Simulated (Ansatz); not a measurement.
# doublet CH5BClNO+: levels of theory compared

Wanted: a comparison of 3 runs (UHF/3-21G, U-wB97X/6-31G*, UBLYP/6-31G*) of doublet CH5BClNO+. 

The results are computed with Ansatz 0.2.0.

141 further runs of the same task are left out: 141 set aside as unsound or not needed.

**1. The structure to begin with**

CH5BClNO+: 10 atoms, total charge +1, spin state doublet. SMILES of the parent species: `NB(Cl)CO`. Geometry: relaxed at PBE0-D4/def2-TZVP. This is one conformer, not always the lowest. That shape belongs to the parent species and isn't relaxed for this state.

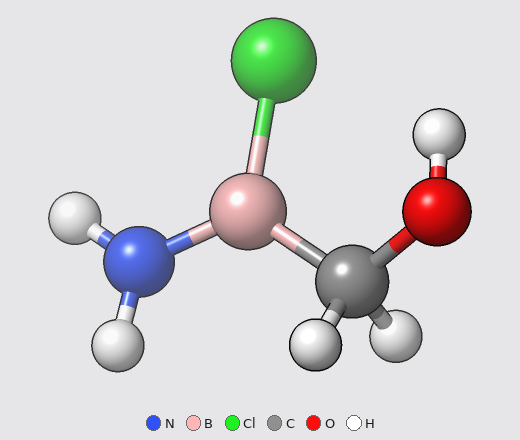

The structure, seen from a chosen angle (nitrogen blue, boron pink, chlorine green, carbon grey, oxygen red, hydrogen white).

**2. The energy at UHF/3-21G (run 1)**

molecule.yaml

```yaml
crystal:
  periodic: [false, false, false]
  atoms:
    - {symbol: N, position_ang: [-1.481300, 0.770100, 0.263800]}
    - {symbol: B, position_ang: [-0.131200, 0.458300, 0.272600]}
    - {symbol: Cl, position_ang: [0.978400, 1.531400, 1.166200]}
    - {symbol: C, position_ang: [0.484800, -0.764800, -0.509200]}
    - {symbol: O, position_ang: [1.724500, -1.243900, -0.030200]}
    - {symbol: H, position_ang: [-1.860400, 1.585400, 0.713900]}
    - {symbol: H, position_ang: [-2.164100, 0.196600, -0.201200]}
    - {symbol: H, position_ang: [-0.217400, -1.606600, -0.495200]}
    - {symbol: H, position_ang: [0.570000, -0.469000, -1.570200]}
    - {symbol: H, position_ang: [2.179800, -0.508700, 0.392200]}
basis:
  gaussian:
    orbitals: 3-21G.json
total_charge: 1
magnetization:
  spin_polarized: true
  initial_magnetization: 1
hamiltonian:
  xc: hf
accuracy: high
output: {orbitals: {seedname: orbitals}}
```

The basis set 3-21G is read from a file made from the Basis Set Exchange's data (not shown).

On the command line:

```sh
$ ansatz run molecule.yaml --threads 1 --pin off --max-ram 3480MiB --events-out events.jsonl --progress --plain --runs-dir runs
```

What it wrote:

```text
Warning: RAYON_NUM_THREADS=1 ignored (pool sized by the plan → 1); use --threads N
Functional definition: HF
  name "HF"
  exchange = exact_x
  correlation = 0
1422 factors; integrals over basis functions are off by at most 7.5e-9 eV
mean field evaluation 1: about -17702.6845 eV, gradient 2.7e1 eV
mean field evaluation 2: about -17703.0185 eV, gradient 2.7e1 eV
mean field evaluation 4: about -17706.6843 eV, gradient 3.6e0 eV
mean field evaluation 8: about -17707.6736 eV, gradient 8.6e-1 eV
mean field evaluation 16: about -17707.7129 eV, gradient 4.6e-5 eV
mean field evaluation 32: about -17706.5721 eV, gradient 6.8e-1 eV
mean field evaluation 64: about -17706.6056 eV, gradient 1.9e-1 eV
mean field -17707.71285028 eV, -650.7464445288 hartree, gradient 3.7e-8 eV, S^2 0.758863; 0 other end points of the search recorded, 0 dependent functions left out
reference -17707.71285028 eV, -650.7464445288 hartree; 24, 23 occupied and 35, 36 virtual orbitals, 1422 factors
Total energy: -17707.71285028 eV, -650.7464445288 hartree
```

It took 1.8 s on 1 thread of Arm Neoverse V2, shared host; peak memory 0.21 GiB.

**3. A single-point energy at U-wB97X/6-31G(d) (spherical functions) (run 2)**

run.yaml

```yaml
crystal:
  periodic: [false, false, false]
  atoms:
    - {symbol: N, position_ang: [-1.481300, 0.770100, 0.263800]}
    - {symbol: B, position_ang: [-0.131200, 0.458300, 0.272600]}
    - {symbol: Cl, position_ang: [0.978400, 1.531400, 1.166200]}
    - {symbol: C, position_ang: [0.484800, -0.764800, -0.509200]}
    - {symbol: O, position_ang: [1.724500, -1.243900, -0.030200]}
    - {symbol: H, position_ang: [-1.860400, 1.585400, 0.713900]}
    - {symbol: H, position_ang: [-2.164100, 0.196600, -0.201200]}
    - {symbol: H, position_ang: [-0.217400, -1.606600, -0.495200]}
    - {symbol: H, position_ang: [0.570000, -0.469000, -1.570200]}
    - {symbol: H, position_ang: [2.179800, -0.508700, 0.392200]}
basis:
  gaussian: {orbitals: 6-31G_st_-spherical.json}
hamiltonian: {xc: {name: wB97X}}
total_charge: 1
magnetization: {spin_polarized: true, initial_magnetization: 1}
output: {orbitals: {seedname: orbitals}}
accuracy: high
```

The basis set 6-31G* is read from a file made from the Basis Set Exchange's data (not shown).

On the command line:

```sh
$ ansatz run run.yaml --threads 1 --pin off --max-ram 3480MiB --events-out events.jsonl --progress --plain --runs-dir runs
```

What it wrote (excerpt; [...] marks lines left out):

```text
Warning: RAYON_NUM_THREADS=1 ignored (pool sized by the plan → 1); use --threads N
Functional definition: wB97X
  name "wB97X"
[...]
      + exact_x_lr(omega)
[...]
      + integral(e_c_pw_opposite_spin*poly(b97_u_opposite, 1, cos1, cos2, cos3, cos4))
1983 factors; integrals over basis functions are off by at most 4.5e-9 eV
357 factors; integrals over basis functions are off by at most 3.3e-9 eV
[...]
mean field -17844.46265826 eV, -655.7719072798 hartree, gradient 4.3e-8 eV, S^2 0.754786; 6 other end points of the search recorded, 0 dependent functions left out
reference -17844.46265614 eV, -655.7719072018 hartree; 24, 23 occupied and 60, 61 virtual orbitals, 1983 factors
Total energy: -17844.46265614 eV, -655.7719072018 hartree
```

It took 85 s on 1 thread of Arm Neoverse V2, shared host; peak memory 0.87 GiB.

**4. The energy at UBLYP/6-31G(d) (spherical functions) (run 3)**

job.yaml

```yaml
crystal:
  periodic: [false, false, false]
  atoms:
    - {symbol: "N", position_ang: [-1.481300, 0.770100, 0.263800]}
    - {symbol: B, position_ang: [-0.131200, 0.458300, 0.272600]}
    - {symbol: Cl, position_ang: [0.978400, 1.531400, 1.166200]}
    - {symbol: C, position_ang: [0.484800, -0.764800, -0.509200]}
    - {symbol: O, position_ang: [1.724500, -1.243900, -0.030200]}
    - {symbol: H, position_ang: [-1.860400, 1.585400, 0.713900]}
    - {symbol: H, position_ang: [-2.164100, 0.196600, -0.201200]}
    - {symbol: H, position_ang: [-0.217400, -1.606600, -0.495200]}
    - {symbol: H, position_ang: [0.570000, -0.469000, -1.570200]}
    - {symbol: H, position_ang: [2.179800, -0.508700, 0.392200]}
basis:
  gaussian:
    orbitals: 6-31G_st_-spherical.json
total_charge: 1
magnetization:
  spin_polarized: true
  initial_magnetization: 1
hamiltonian:
  xc: {name: BLYP}
accuracy: high
output: {orbitals: {seedname: orbitals}}
```

The basis set 6-31G* is read from a file made from the Basis Set Exchange's data (not shown).

On the command line:

```sh
$ ansatz run job.yaml --threads 1 --pin off --max-ram 3480MiB --events-out events.jsonl --progress --plain --runs-dir runs
```

What it wrote:

```text
Warning: RAYON_NUM_THREADS=1 ignored (pool sized by the plan → 1); use --threads N
Functional definition: BLYP
  name "BLYP"
  parameter beta = 0.0042
  parameter a = 0.04918
  parameter b = 0.132
  parameter c = 0.2533
  parameter d = 0.349
  exchange = b88_x(beta = beta)
  correlation = lyp_c(a = a, b = b, c = c, d = d)
1983 factors; integrals over basis functions are off by at most 4.5e-9 eV
mean field evaluation 1: about -17819.4150 eV, gradient 7.3e1 eV
mean field evaluation 2: about -17651.3702 eV, gradient 1.7e2 eV
mean field evaluation 4: about -17837.6749 eV, gradient 3.8e1 eV
mean field evaluation 8: about -17844.3755 eV, gradient 6.1e0 eV
mean field evaluation 16: about -17844.6057 eV, gradient 9.5e-3 eV
mean field evaluation 32: about -17843.7388 eV, gradient 8.5e0 eV
mean field -17844.60568556 eV, -655.7771634361 hartree, gradient 2.4e-8 eV, S^2 0.752850; 6 other end points of the search recorded, 0 dependent functions left out
reference -17844.60573243 eV, -655.7771651585 hartree; 24, 23 occupied and 60, 61 virtual orbitals, 1983 factors
Total energy: -17844.60573243 eV, -655.7771651585 hartree
```

It took 18 s on 1 thread of Arm Neoverse V2, shared host; peak memory 0.3 GiB.

**5. The series**

| run | level | energy (Eh) | HOMO energy (eV) | LUMO energy (eV) | ⟨S²⟩ | wall time |
| --- | --- | --- | --- | --- | --- | --- |
| 1 | UHF/3-21G | -650.746445 | -16.53 | -6.43 | 0.759 | 1.8 s |
| 2 | U-wB97X/6-31G* (spherical functions) | -655.771907 | -15.72 | -10.37 | 0.755 | 85 s |
| 3 | UBLYP/6-31G* (spherical functions) | -655.777165 | -12.57 | -12.26 | 0.753 | 18 s |

**6. Outcome**

```
                                 quantity          value
                      run 3: total energy  -655.77717 Eh
run 3: HOMO energy (highest over α and β)      -12.57 eV
 run 3: LUMO energy (lowest over α and β)      -12.26 eV
                              run 3: ⟨S²⟩          0.753
```

What this shows: Totals of different functionals can't be ranked against each other. All runs together took 1.7 min, the longest 85 s.
